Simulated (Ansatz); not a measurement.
# SnH3 (SMILES [SnH3]) at 6 levels

We compute a comparison of 6 runs (U-r2SCAN/STO-3G, U-r2SCAN0/STO-3G, U-wB97X/STO-3G, UBLYP/STO-3G, UPBE/STO-3G, UCCSDTQ/STO-3G) of SnH3. 

The results are computed with Ansatz 0.2.0.

34 further runs of the same task are left out: 3 that didn't finish, 31 set aside as unsound or not needed.

**1. Starting point**

The species is SnH3 (4 atoms), meant as a doublet with charge 0. As SMILES, `[SnH3]`. The H2–Sn1 distance was set to 3.430 Å, away from the relaxed value. At this shape a bond of the SMILES string is far longer than usual.

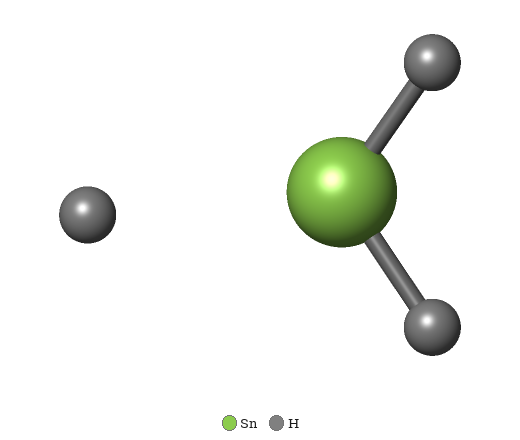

The structure, seen from a chosen angle (tin green, hydrogen grey).

**2. The energy at U-r2SCAN/STO-3G (run 1)**

Input file input.yaml:

```yaml
crystal:
  periodic: [false, false, false]
  atoms:
    - {symbol: Sn, position_ang: [-0.494796, -0.434199, -1.785092]}
    - {symbol: H, position_ang: [1.055200, 0.011000, 1.241700]}
    - {symbol: H, position_ang: [-1.899996, -1.394799, -1.577392]}
    - {symbol: H, position_ang: [-0.929896, 1.089901, -2.439692]}
basis:
  gaussian:
    orbitals: STO-3G
magnetization:
  spin_polarized: true
  initial_magnetization: 1
hamiltonian:
  xc: {name: r2SCAN}
accuracy: high
```

On the command line:

```console
$ ansatz run input.yaml --threads 1 --pin off --max-ram 2610MiB --events-out events.jsonl --progress --plain --runs-dir runs
```

Log:

```text
Warning: RAYON_NUM_THREADS=1 ignored (pool sized by the plan → 1); use --threads N
Functional definition: r2SCAN
  name "r2SCAN"
  parameter k0 = 0.174
  parameter k1 = 0.065
  parameter a1 = 4.9479
  exchange = r2scan_x(k0 = k0, k1 = k1, a1 = a1)
  correlation = r2scan_c
514 factors; integrals over basis functions are off by at most 4.9e-9 eV
mean field evaluation 1: about -162365.3612 eV, gradient 1.2e1 eV
mean field evaluation 2: about -162358.9690 eV, gradient 9.5e0 eV
mean field evaluation 4: about -162365.6870 eV, gradient 1.2e1 eV
mean field evaluation 8: about -162366.3266 eV, gradient 1.2e1 eV
mean field evaluation 16: about -162372.5093 eV, gradient 2.8e-4 eV
mean field -162372.50931643 eV, -5967.0796573392 hartree, gradient 4.2e-8 eV, S^2 1.179424; 1 other end points of the search recorded, 0 dependent functions left out
reference -162372.50931749 eV, -5967.0796573780 hartree; 27, 26 occupied and 3, 4 virtual orbitals, 514 factors
Total energy: -162372.50931749 eV, -5967.0796573780 hartree
```

Wall time 11 s (1 thread of Arm Neoverse V1, shared host); peak memory 0.21 GiB.

**3. The energy at U-r2SCAN0/STO-3G (run 2)**

Input file run.yaml:

```yaml
crystal:
  periodic: [false, false, false]
  atoms:
    - {symbol: Sn, position_ang: [-0.494796, -0.434199, -1.785092]}
    - {symbol: H, position_ang: [1.055200, 0.011000, 1.241700]}
    - {symbol: H, position_ang: [-1.899996, -1.394799, -1.577392]}
    - {symbol: H, position_ang: [-0.929896, 1.089901, -2.439692]}
basis:
  gaussian: {orbitals: STO-3G}
magnetization: {spin_polarized: true, initial_magnetization: 1}
hamiltonian: {xc: {name: r2SCAN0}}
accuracy: high
```

On the command line:

```console
$ ansatz run run.yaml --threads 1 --pin off --max-ram 2610MiB --events-out events.jsonl --progress --plain --runs-dir runs
```

Log:

```text
Warning: RAYON_NUM_THREADS=1 ignored (pool sized by the plan → 1); use --threads N
Functional definition: r2SCAN0
  name "r2SCAN0"
  parameter a = 0.25
  parameter k0 = 0.174
  parameter k1 = 0.065
  parameter a1 = 4.9479
  exchange = (1 - a)*r2scan_x(k0 = k0, k1 = k1, a1 = a1) + a*exact_x
  correlation = r2scan_c
514 factors; integrals over basis functions are off by at most 4.9e-9 eV
mean field evaluation 1: about -162368.8990 eV, gradient 1.1e1 eV
mean field evaluation 2: about -162362.7597 eV, gradient 8.2e0 eV
mean field evaluation 4: about -162368.6788 eV, gradient 1.0e1 eV
mean field evaluation 8: about -162374.9878 eV, gradient 3.2e0 eV
mean field evaluation 16: about -162375.5607 eV, gradient 2.0e-8 eV
mean field -162375.56068295 eV, -5967.1917929905 hartree, gradient 2.5e-8 eV, S^2 1.209728; 1 other end points of the search recorded, 0 dependent functions left out
reference -162375.56068376 eV, -5967.1917930202 hartree; 27, 26 occupied and 3, 4 virtual orbitals, 514 factors
Total energy: -162375.56068376 eV, -5967.1917930202 hartree
```

Wall time 9.6 s (1 thread of Arm Neoverse V1, shared host); peak memory 0.22 GiB.

Runs 3 to 5 aren't shown in full; the table further down has their settings and results.

**4. The energy at UCCSDTQ/STO-3G (run 6)**

Input file job.yaml:

```yaml
crystal:
  periodic: [false, false, false]
  atoms:
    - symbol: Sn
      position_ang: [-0.494796, -0.434199, -1.785092]
    - symbol: H
      position_ang: [1.055200, 0.011000, 1.241700]
    - symbol: H
      position_ang: [-1.899996, -1.394799, -1.577392]
    - symbol: H
      position_ang: [-0.929896, 1.089901, -2.439692]
basis:
  gaussian:
    orbitals: STO-3G
magnetization:
  spin_polarized: true
  initial_magnetization: 1
correlation:
  method: ccsdtq
  frozen_orbitals: {H: 0, Sn: 18}
accuracy: high
scf:
  omitted_lower_state_checks: [cluster_reference, increment]
```

On the command line:

```console
$ ansatz run job.yaml --threads 1 --pin off --max-ram 2610MiB --events-out events.jsonl --progress --plain --runs-dir runs
```

Log:

```text
Warning: RAYON_NUM_THREADS=1 ignored (pool sized by the plan → 1); use --threads N
[... 13 lines left out ...]
18 core orbitals not correlated: weight in the atoms' cores, before any rotation towards them, 1.000 or more for the frozen orbitals, at most 0.000 for the correlated occupied ones
[... 59 lines left out ...]
Total energy: -162312.93391929 eV, -5964.8903018758 hartree
Checks for a lower state left out: cluster_reference, increment
```

Run time: 82 s. Hardware: 1 thread of Arm Neoverse V1, shared host; peak memory 0.5 GiB.

**5. The series**

```
run             level  frozen core orbitals   energy (Eh)   ⟨S²⟩  wall time
  1   U-r2SCAN/STO-3G                     –  -5967.079657  1.179       11 s
  2  U-r2SCAN0/STO-3G                     –  -5967.191793  1.210      9.6 s
  3    U-wB97X/STO-3G                     –  -5967.051671  1.092       25 s
  4      UBLYP/STO-3G                     –  -5966.750354  1.011      4.8 s
  5       UPBE/STO-3G                     –  -5966.276083  1.092        6 s
  6    UCCSDTQ/STO-3G                    18  -5964.890302  1.288       82 s
```

**6. What came out**

| quantity | value |
| --- | --- |
| run 6: total energy | -5964.89030 Eh |
| run 6: correlation energy (18 core orbitals frozen) | -41.6 mEh |
| run 6: ⟨S²⟩ of the reference determinant | 1.288 |
| run 6: T1 diagnostic | 0.045 |

What this shows: Totals of different functionals can't be ranked against each other. In runs 1, 2, 3, 4, 5, 6 the basis is minimal, so the values are rough. In runs 1, 2, 3, 4, 5, 6 relativity is left out where basis or elements ask for it. Spin contamination of the reference: run 6 ⟨S²⟩ = 1.29, run 2 ⟨S²⟩ = 1.21, run 1 ⟨S²⟩ = 1.18, run 3 ⟨S²⟩ = 1.09, run 5 ⟨S²⟩ = 1.09, run 4 ⟨S²⟩ = 1.01. All runs together took 2.3 min, the longest 82 s.
